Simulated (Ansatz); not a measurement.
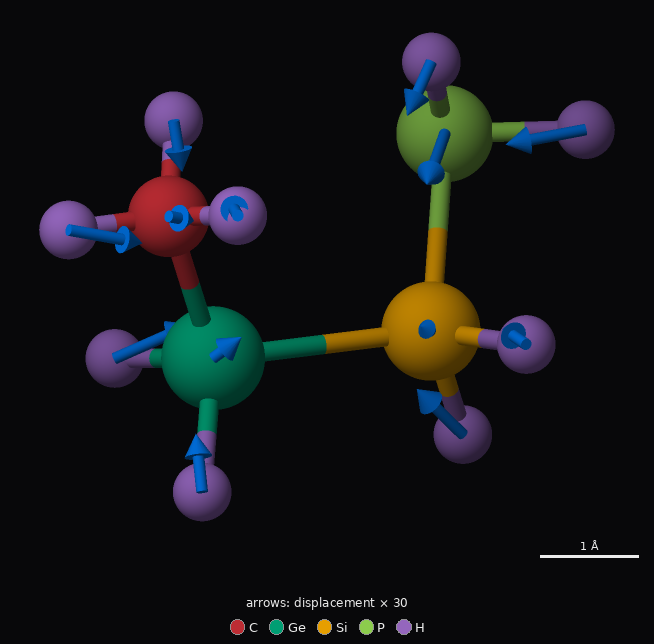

This is a relaxation of CH$_{9}$GePSi. The starting structure is drawn; blue arrows show the displacements, magnified 30 times. The two geometries are superimposed by the best rigid fit.

A ball-and-stick model, seen at a tilt.

The start comes from PBE-D4/def2-SVP.

Method: RKS PBE0-D4/def2-TZVP in Ansatz 0.2.0.

Input file:
```yaml
crystal:
  periodic: [false, false, false]
  atoms:
    - {symbol: C, position_ang: [-1.806986, 0.258085, 0.963648]}
    - {symbol: Ge, position_ang: [-0.526031, -1.186838, 0.552872]}
    - {symbol: Si, position_ang: [1.520574, -0.273571, -0.293203]}
    - {symbol: P, position_ang: [1.059806, 0.925217, -2.186926]}
    - {symbol: H, position_ang: [-1.375971, 0.951453, 1.711873]}
    - {symbol: H, position_ang: [-2.046931, 0.830406, 0.046454]}
    - {symbol: H, position_ang: [-2.745865, -0.165107, 1.371163]}
    - {symbol: H, position_ang: [-1.148298, -2.156295, -0.491693]}
    - {symbol: H, position_ang: [-0.228264, -2.003695, 1.843969]}
    - {symbol: H, position_ang: [2.182928, 0.554428, 0.781221]}
    - {symbol: H, position_ang: [2.474106, -1.373249, -0.682775]}
    - {symbol: H, position_ang: [2.303371, 1.654651, -2.148378]}
    - {symbol: H, position_ang: [0.357963, 1.949716, -1.453324]}
basis:
  gaussian: {orbitals: def2-TZVP}
hamiltonian: {xc: pbe0, dispersion: d4}
relax: {f_tol: 0.005, max_steps: 150}
```

Launched with:
```bash
ansatz run in.yaml --threads 4 --pin off --events-out ev --progress --plain --max-ram 10444MiB
```

Question: What happened in the run?

Answer: Over 4 geometry steps the energy falls by 3.88 kJ/mol. Largest force component: 0.52 eV/Å at the start, 0.0046 eV/Å at the end. P4 moves most after the best rigid fit: 0.034 Å. Largest moves by element: P 0.034 Å, H 0.030 Å, Ge 0.013 Å, C 0.013 Å, Si 0.007 Å. Among the contacts that change: Si3–P4 2.288 → 2.260 Å, P4–H12 1.442 → 1.421 Å, Si3–H10 1.510 → 1.490 Å, C1–H5 1.107 → 1.091 Å. Cost: 120 s on 4 threads of AMD EPYC, with other jobs on the host.
